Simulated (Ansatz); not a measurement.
# GeSb3O2: a closer look at a trial structure

This session takes a relaxed cell of GeSb3O2 and sets out to see whether it has a gap, which orbitals make up the states near it and how charge is shared.

Computed with Ansatz 0.2.0 (DFT PBE, scalar-relativistic, plane waves, PAW, unless a step's input says otherwise).

### 1 The starting structure

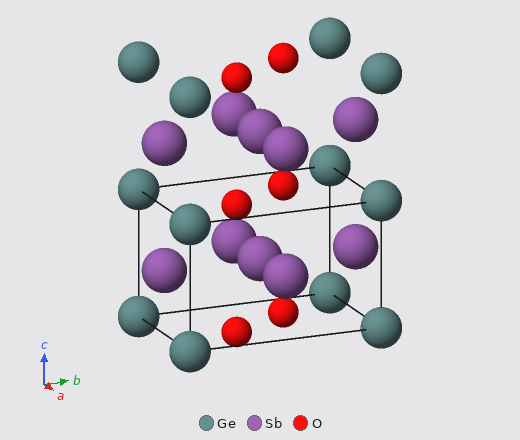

Start, viewed slightly off an axis; germanium teal, antimony purple, oxygen red. 1×1×2 cells are drawn. Atoms on the faces are drawn again on the opposite ones.

Structure file:

```
CELL_PARAMETERS angstrom
6.54901 0.00000 0.00000
-3.27451 5.67161 0.00000
0.00000 0.00000 3.28819
ATOMIC_POSITIONS crystal
Ge 0.00000 0.00000 0.00000
Sb 0.50000 0.00000 0.50000
Sb 0.50000 0.50000 0.50000
Sb 0.00000 0.50000 0.50000
O 0.33333 0.66667 0.00000
O 0.66667 0.33333 0.00000
```

It is the end of an earlier relaxation with the same method, from a database cell with other species swapped in; it is a trial structure. At a tolerance of 0.05 Å it has space group P6/mmm (No. 191); it has 20.36 Å³/atom, an uncorrected energy of +0.06 eV/atom over the elements.

### 2 Bands, states and charges

input.yaml

```yaml
crystal:
  lattice:
    - [6.5490137585, 0.0, 0.0]
    - [-3.2745068792, 5.6716122846, 0.0]
    - [0.0, 0.0, 3.2881926859]
  atoms:
    - { symbol: Ge, position: [0.0, 0.0, 0.0] }
    - { symbol: Sb, position: [0.5, 0.0, 0.5] }
    - { symbol: Sb, position: [0.5, 0.5, 0.5] }
    - { symbol: Sb, position: [0.0, 0.5, 0.5] }
    - { symbol: O, position: [0.3333333333, 0.6666666667, 0.0] }
    - { symbol: O, position: [0.6666666667, 0.3333333333, 0.0] }
basis:
  ecutwfc: 420
kpoints:
  mp_grid: { grid: [6, 6, 10] }
  band_path:
    path:
      - [[0.0, 0.0, 0.0], [0.5, 0.0, 0.0], [0.33333333, 0.33333333, 0.0], [0.0, 0.0, 0.0], [0.0, 0.0, 0.5], [0.5, 0.0, 0.5], [0.33333333, 0.33333333, 0.5], [0.0, 0.0, 0.5]]
      - [[0.5, 0.0, 0.5], [0.5, 0.0, 0.0]]
      - [[0.33333333, 0.33333333, 0.5], [0.33333333, 0.33333333, 0.0]]
    npoints: 14
hamiltonian:
  xc: pbe
scf:
  occupations: { method: gaussian, width: 0.1 }
  n_extra_bands: 15
output:
  forces: true
  stress: true
  eigenvalues: true
  populations: true
  dos: { projected: true, de: 0.02, nscf_kmesh: { grid: [8, 8, 12] } }
  bader: true
```

The run is started by

```sh
ansatz run input.yaml --threads 1 --pin off --max-ram 2560MiB --backend cpu --events-out ev --progress --plain --runs-dir out
```

Standard output:

```text
Warning: RAYON_NUM_THREADS=1 ignored (pool sized by the plan → 1); use --threads N
scf.n_extra_bands = 15 over 36 filled bands (N_el = 71.0): the run solves 51 bands
Engine: ansatz 0.2.0, x86_64-unknown-linux-gnu
Pseudopotentials: kind: paw
Pseudopotential: Ge, paw, valence charge 14, recommended cutoff 420 eV (normal), Ge.paw.azcp
Pseudopotential: Sb, paw, valence charge 15, recommended cutoff 420 eV (normal), Sb.paw.azcp
Pseudopotential: O, paw, valence charge 6, recommended cutoff 420 eV (normal), O.paw.azcp
Functional definition: PBE
  parameter kappa = 0.804
  parameter beta = 0.06672455060314922
  exchange = pbe_x(kappa = kappa, mu = beta*pi^2/3)
  correlation = pbe_c(beta = beta)
Crystal: 6 atoms, lattice volume = 122.135 Å³
Basis set: ecut = 420 eV, 2387 PW (Γ), exchange–correlation on 90×90×48 points (8 copies of the dense FFT grid, shifted against one another)
Bands: 51, of which v1, the nominal top of the filled ones, is band 36 counted from 1 (35 counted from 0)
Symmetry: 24 space group operations
Space group: P6/mmm (ITA 191), of the structure as read, at distance tolerance 5.0e-5 Å
k-points: 42 of 360
Non-local potential: Ge, projectors of the file, l = 0: 2, l = 1: 2, l = 2: 3, l = 3: 1
Non-local potential: Sb, projectors of the file, l = 0: 2, l = 1: 2, l = 2: 2, l = 3: 2
Non-local potential: O, projectors of the file, l = 0: 2, l = 1: 2, l = 2: 1
PAW form: soft (Blöchl's): semilocal exchange-correlation on the pseudo side does not see the compensation charge
PAW one-centre angular grid: Ge, 590 points (default); XC on 64 Gauss nodes
PAW one-centre angular grid: Sb, 590 points (default); XC on 64 Gauss nodes
PAW one-centre angular grid: O, 110 points (default); XC on 64 Gauss nodes
Initial density: superposition of atomic densities (neutral atoms: chi_scale 0, normalization atom), corrected by the library's trained network
Initial wavefunctions: pseudopotential atomic-orbital guess
Functional: x = pbe(κ = 0.804, μ = 0.2195149727645171), c = pbe(β = 0.06672455060314922)
SCF iter   1: F=—  HF=-24878.052935 eV  |F-HF|=—  |Δ(HF+E_count)|=         —  Δρ=1.50e-3  dr2=6.84e-3  ethr=1.77e-3  ⟨swp⟩=8.9  Hψ=10139  notcnv=0  defer=79
preconditioner: auto → Kerker (q_TF=auto, 2.492 Å⁻¹)  [metal: Δε(μ)=0.026 eV  Ē_g=10.332 eV  σ=0.100 eV  W_gap=0.14  n_scr=32 (ndim 8)  ℏωp=17.5 eV  f_vac=0.000  D(μ)=2.39/eV (n_scr^D=6)]
SCF iter   2: F=—  HF=-24878.051159 eV  |F-HF|=—  |Δ(HF+E_count)|=   1.78e-3  Δρ=1.13e-3  dr2=3.57e-3  ethr=9.64e-6  ⟨swp⟩=2.0  Hψ=3814  notcnv=0  defer=92
SCF iter   3: F=—  HF=-24878.051065 eV  |F-HF|=—  |Δ(HF+E_count)|=   9.37e-5  Δρ=4.07e-4  dr2=5.30e-4  ethr=5.03e-6  ⟨swp⟩=2.2  Hψ=3339  notcnv=0  defer=92
SCF iter   4: F=—  HF=-24878.050942 eV  |F-HF|=—  |Δ(HF+E_count)|=   1.24e-4  Δρ=3.12e-4  dr2=6.82e-5  ethr=7.46e-7  ⟨swp⟩=2.0  Hψ=2545  notcnv=0  defer=92
SCF iter   5: F=—  HF=-24878.050912 eV  |F-HF|=—  |Δ(HF+E_count)|=   2.98e-5  Δρ=1.32e-4  dr2=1.31e-5  ethr=9.61e-8  ⟨swp⟩=2.0  Hψ=3000  notcnv=0  defer=92
SCF iter   6: F=—  HF=-24878.050907 eV  |F-HF|=—  |Δ(HF+E_count)|=   4.42e-6  Δρ=3.26e-5  dr2=9.70e-7  ethr=1.84e-8  ⟨swp⟩=2.0  Hψ=3338  notcnv=0  defer=92
SCF iter   7: F=-24878.050907 eV  HF=-24878.050907 eV  |F-HF|=5.60e-8  |Δ(HF+E_count)|=   4.50e-7  Δρ=8.17e-6  dr2=7.98e-8  ethr=1.41e-10  ⟨swp⟩=10.0  Hψ=11035  notcnv=0
SCF 1 converged in 7 iterations: F = -24878.050907 eV  dr2 = 7.98e-8
NSCF: frozen V_eff on 129 k-points
NSCF: frozen V_eff on 70 k-points
SCF converged after 7 iterations
Free energy (F): -24878.050907 eV
Harris-Foulkes:  -24878.050907 eV  (|F-HF|=5.60e-8)
Internal energy: -24878.038684 eV  (E = F + TS)
E sigma→0 (E₀):  -24878.044796 eV
Entropy (-TS):   -0.012223 eV (-2.037 meV/atom)
Fermi energy:    10.342185 eV
--- Per-component energies (eV) ---
  E_band       = -626.666620
  E_kinetic    = 1072.154137
  E_local      = -7459.362635  (includes V_loc(G=0)·N_el)
  E_nonlocal   = 1591.535200
  E_hartree    = 3276.138701
  E_xc         = -636.604809
  E_vxc        = -538.615700  (∫ρ·V_xc dr)
  E_paw        = -16048.665757  (= ΣΔE_a)
  E_vpaw       = -1844.665117  (= ΣTr[D̂ρ^β])
  E_aug_tail   = 0.004961  (compensation charges beyond the density's cutoff)
  E_ewald      = -6673.238482
  E_smearing   = -0.012223  (= −TS)
  E_closure    = 0.000000  (closes the sum)
  Σ components = -24878.050907   (vs F -24878.050907, Δ=0.00e0)
--- Forces (eV/Å), atoms counted from 1 ---
  atom   1  Ge     0.00000000     0.00000000     0.00000000
  atom   2  Sb     0.00000000    -0.00000000     0.00000000
  atom   3  Sb     0.00000000     0.00000000     0.00000000
  atom   4  Sb     0.00000000    -0.00000000     0.00000000
  atom   5  O      0.00000000     0.00000000     0.00000000
  atom   6  O     -0.00000000    -0.00000000     0.00000000
  max |Σ_I F_I| component: 1.85e-17 eV/Å
--- Stress (GPa, compression-positive) ---
        0.029777       0.000000       0.000000
        0.000000       0.029777       0.000000
        0.000000       0.000000      -0.033289
  P = ⅓ Tr σ = 0.0088 GPa (0.088 kbar)
--- Band table (eV; the first three rows and the last of 42) ---
  k-point 0: bands = ["-19.6203", "-19.5619", "-19.5619", "-19.5206", "-19.4854", "-19.4854", "-19.4313", "-19.4313", "-19.3935", "-19.3839", "-19.3839", "-19.3729", "-19.3509", "-19.3509", "-19.3485", "-14.8103", "-14.8103", "-14.8000", "-14.7818", "-14.7818", "-9.0282", "-8.6505", "-0.0412", "0.1181", "0.1181", "2.6657", "4.1258", "4.1258", "5.5805", "6.3836", "7.4677", "7.4677", "7.8573", "8.4710", "8.4710", "12.0365", "13.2568", "13.2568", "13.7761", "14.1807", "14.1807", "15.5420", "15.6149", "15.6149", "16.0609", "16.2328", "16.2328", "17.7738", "19.8126", "19.8126", "20.1789"]
  k-point 1: bands = ["-19.6144", "-19.5552", "-19.5552", "-19.5260", "-19.4883", "-19.4883", "-19.4303", "-19.4303", "-19.3898", "-19.3864", "-19.3864", "-19.3752", "-19.3493", "-19.3493", "-19.3484", "-14.8102", "-14.8102", "-14.7967", "-14.7829", "-14.7829", "-8.9820", "-8.6054", "-0.0744", "0.2498", "0.2498", "2.6010", "4.2476", "4.2476", "5.5256", "5.7264", "7.5438", "7.5438", "8.2297", "8.2297", "8.7861", "12.1536", "12.6069", "13.0479", "13.0479", "13.5399", "13.5399", "14.7539", "15.5118", "15.5118", "16.4051", "16.4051", "16.7947", "18.5467", "19.7594", "19.7594", "20.4935"]
  k-point 2: bands = ["-19.5995", "-19.5400", "-19.5385", "-19.5385", "-19.4958", "-19.4958", "-19.4275", "-19.4275", "-19.3930", "-19.3930", "-19.3812", "-19.3797", "-19.3480", "-19.3444", "-19.3444", "-14.8100", "-14.8100", "-14.7880", "-14.7856", "-14.7856", "-8.8559", "-8.4842", "-0.2168", "0.6440", "0.6440", "2.5466", "4.3527", "4.6025", "4.6025", "6.1215", "7.4694", "7.4694", "7.7428", "7.7428", "10.1652", "10.8279", "12.3944", "12.3944", "12.4858", "12.5661", "12.5661", "13.1906", "15.2947", "15.2947", "16.7949", "16.7949", "17.9256", "18.6426", "18.6426", "19.7398", "20.7221"]
  k-point 41: bands = ["-19.5457", "-19.5457", "-19.5257", "-19.5257", "-19.5142", "-19.4837", "-19.4359", "-19.4115", "-19.4040", "-19.4040", "-19.3897", "-19.3897", "-19.3382", "-19.3382", "-19.3267", "-14.8092", "-14.8092", "-14.7928", "-14.7928", "-14.7652", "-8.3160", "-8.3160", "0.0701", "0.0701", "2.5800", "2.9727", "4.4208", "4.7010", "4.7010", "5.9964", "5.9964", "6.3043", "7.2673", "9.3473", "9.3473", "10.3982", "10.3982", "11.4682", "11.6133", "11.8816", "11.8816", "12.1385", "13.1694", "13.1694", "16.1672", "17.3026", "17.3026", "17.3359", "17.3359", "21.8509", "21.9108"]
--- Löwdin populations: 6 sites ---
  site symbol       q [e]
     0     Ge     14.0745
     1     Sb     14.3826
     2     Sb     14.3826
     3     Sb     14.3826
     4      O      6.7556
     5      O      6.7556
  spilling = 0.003751 (of n_electrons = 71.000000)
--- Bader charges: 6 sites ---
  site symbol  charge [e]  shift [e]
     0     Ge      0.0830     0.0000
     1     Sb      0.7491     0.0003
     2     Sb      0.7491     0.0003
     3     Sb      0.7490     0.0003
     4      O     -1.1651     0.0005
     5      O     -1.1651     0.0005
  estimated error of the sums over rays = 3.6e-4 e
```

Wall time 92 s (1 thread of Intel Xeon at 2.70GHz, shared host); peak memory 0.71 GiB.

Per atom:

```
atom  Löwdin electrons  Bader charge (e)  Bader volume (Å³)
 Ge1             14.07             +0.08               27.1
 Sb2             14.38             +0.75               23.6
 Sb3             14.38             +0.75               23.6
 Sb4             14.38             +0.75               23.6
  O5              6.76             -1.17               12.2
  O6              6.76             -1.17               12.2
```

The Löwdin counts miss 0.27 of the 71 electrons, which the atomic orbitals do not span, so they are no charges.

From bands.tsv, the levels nearest the Fermi level at the path's corners, in eV from the Fermi level:

```
point  band 33  band 34  band 35  band 36  band 37  band 38  band 39  band 40
    Γ    -2.48    -1.87    -1.87     1.69     2.92     2.92     3.43     3.84
    M    -1.89    -1.12    -0.32    -0.30     0.47     2.15     2.78     3.43
    K    -1.93    -1.93    -0.94     1.30     1.30     1.36     1.36     3.30
    Γ    -2.48    -1.87    -1.87     1.69     2.92     2.92     3.43     3.84
    A    -2.47    -2.47    -2.00    -0.96     0.22     0.22     1.27     1.27
    L    -2.75    -1.67    -0.31    -0.13     0.04     0.32     0.46     1.42
    H    -3.08    -0.99    -0.99     0.06     0.06     1.13     1.27     1.54
    A    -2.47    -2.47    -2.00    -0.96     0.22     0.22     1.27     1.27
    L    -2.75    -1.67    -0.31    -0.13     0.04     0.32     0.46     1.42
    M    -1.89    -1.12    -0.32    -0.30     0.47     2.15     2.78     3.43
    H    -3.08    -0.99    -0.99     0.06     0.06     1.13     1.27     1.54
    K    -1.93    -1.93    -0.94     1.30     1.30     1.36     1.36     3.30
```

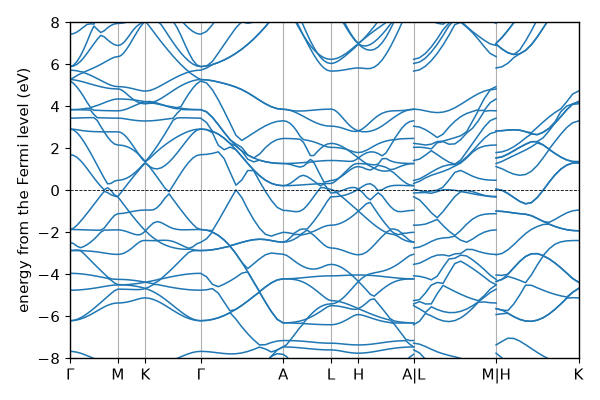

Bands along the path. Deeper bands lie below the window drawn.

Counts of states by energy window (eV from the Fermi level), total and by projection:

```
from  to  total  Ge 4p  Sb 5s  Sb 5p  O 2p
  -8  -7   1.66   0.05   0.32   0.18  0.12
  -7  -6   1.28   0.02   0.06   0.48  0.65
  -6  -5   3.63   0.07   0.15   1.15  2.11
  -5  -4   3.22   0.06   0.20   0.59  2.25
  -4  -3   2.63   0.17   0.36   0.43  1.58
  -3  -2   3.66   0.66   0.37   1.27  1.22
  -2  -1   1.97   0.32   0.10   1.00  0.42
  -1   0   2.52   0.64   0.15   1.25  0.34
   0   1   3.58   1.09   0.14   1.75  0.42
   1   2   3.83   1.11   0.05   1.91  0.55
   2   3   4.26   0.84   0.06   2.44  0.70
   3   4   3.51   0.38   0.03   2.64  0.29
   4   5   1.68   0.22   0.01   1.20  0.15
   5   6   0.32   0.04   0.00   0.12  0.02
```

Below -8 eV lie 50 or so more states.

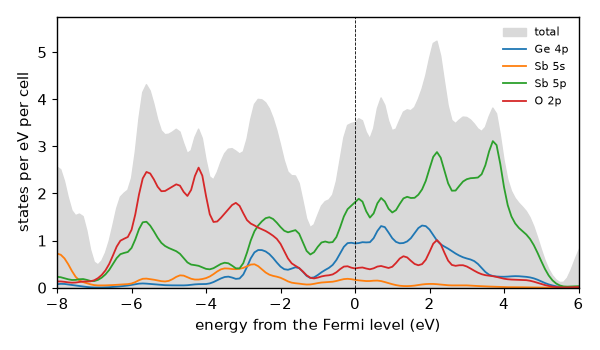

Total and projected density of states, smoothed over about 0.40 eV.

### 3 Changing settings: dispersion d3bjatm, occupations.width 0.3, n_extra_bands 16

input.yaml

```yaml
crystal:
  lattice:
    - [6.5490137585, 0.0, 0.0]
    - [-3.2745068792, 5.6716122846, 0.0]
    - [0.0, 0.0, 3.2881926859]
  atoms:
    - { symbol: Ge, position: [0.0, 0.0, 0.0] }
    - { symbol: Sb, position: [0.5, 0.0, 0.5] }
    - { symbol: Sb, position: [0.5, 0.5, 0.5] }
    - { symbol: Sb, position: [0.0, 0.5, 0.5] }
    - { symbol: O, position: [0.3333333333, 0.6666666667, 0.0] }
    - { symbol: O, position: [0.6666666667, 0.3333333333, 0.0] }
basis:
  ecutwfc: 420
kpoints:
  mp_grid: { grid: [6, 6, 10] }
hamiltonian:
  xc: pbe
  dispersion: d3bjatm
scf:
  occupations: { method: gaussian, width: 0.3 }
  n_extra_bands: 16
output:
  forces: true
  eigenvalues: true
  stress: true
```

The run is started by

```sh
ansatz run input.yaml --threads 1 --pin off --max-ram 2560MiB --backend cpu --events-out ev --progress --plain --runs-dir out
```

Standard output (excerpt; [...] marks lines left out):

```text
Warning: RAYON_NUM_THREADS=1 ignored (pool sized by the plan → 1); use --threads N
scf.n_extra_bands = 16 over 36 filled bands (N_el = 71.0): the run solves 52 bands
[...]
Pseudopotentials: kind: paw
Pseudopotential: Ge, paw, valence charge 14, recommended cutoff 420 eV (normal), Ge.paw.azcp
Pseudopotential: Sb, paw, valence charge 15, recommended cutoff 420 eV (normal), Sb.paw.azcp
Pseudopotential: O, paw, valence charge 6, recommended cutoff 420 eV (normal), O.paw.azcp
Functional definition: PBE
[...]
Crystal: 6 atoms, lattice volume = 122.135 Å³
Basis set: ecut = 420 eV, 2387 PW (Γ), exchange–correlation on 90×90×48 points (8 copies of the dense FFT grid, shifted against one another)
Bands: 52, of which v1, the nominal top of the filled ones, is band 36 counted from 1 (35 counted from 0)
Symmetry: 24 space group operations
Space group: P6/mmm (ITA 191), of the structure as read, at distance tolerance 5.0e-5 Å
[...]
SCF iter   7: F=-24880.159286 eV  HF=-24880.159286 eV  |F-HF|=2.55e-8  |Δ(HF+E_count)|=   5.98e-8  Δρ=5.90e-6  dr2=4.94e-8  ethr=1.41e-10  ⟨swp⟩=10.0  Hψ=9091  notcnv=0
[...]
SCF converged after 7 iterations
Free energy (F): -24880.159286 eV
[...]
E sigma→0 (E₀):  -24880.084492 eV
Entropy (-TS):   -0.149588 eV (-24.931 meV/atom)
Fermi energy:    10.351659 eV
[...]
--- Forces (eV/Å), atoms counted from 1 ---
  atom   1  Ge     0.00000000     0.00000000     0.00000000
  atom   2  Sb     0.00000000     0.00000000     0.00000000
  atom   3  Sb     0.00000000     0.00000000     0.00000000
  atom   4  Sb     0.00000000     0.00000000     0.00000000
  atom   5  O      0.00000000     0.00000000     0.00000000
  atom   6  O     -0.00000000     0.00000000     0.00000000
[...]
--- Stress (GPa, compression-positive) ---
       -1.789093      -0.000000       0.000000
        0.000000      -1.789093       0.000000
        0.000000       0.000000      -2.115287
  P = ⅓ Tr σ = -1.8978 GPa (-18.978 kbar)
--- Band table (eV; the first three rows and the last of 42) ---
[...]
```

Run time: 12 s. Hardware: 1 thread of Intel Xeon at 2.70GHz, shared host; peak memory 0.52 GiB.

```
    run     ending                                           energy change  pressure (GPa)  gap (eV)  force (eV/Å)  cycles  time
 step 2  converged                                                       0             0.0      0.00          0.00       7  92 s
variant  converged  -339.9 meV/atom (σ→0) (offset of the dispersion model)            -1.9      0.00          0.00       7  12 s
```

Changing the dispersion term, smearing and band count moves the energy by -339.9 meV/atom (σ→0 values), and the pressure goes from 0.0 to -1.9 GPa.

### 4 Results

```
                 quantity                          value
                      gap                   none (metal)
states at the Fermi level           2.57 per eV per cell
            Bader charges  Ge +0.08, Sb +0.75, O -1.17 e
```

It comes out metallic. Of the projected weight within 0.25 eV of the Fermi level, the largest part is Sb 5p (53 %) and Ge 4p (27 %). Charge transfer between the atoms is strong (Bader charges up to 1.2 e). These runs have no spin-orbit coupling; with Sb it would split and shift bands. The final runs have no spin polarisation, so no magnetic state was tried and one may lie lower.
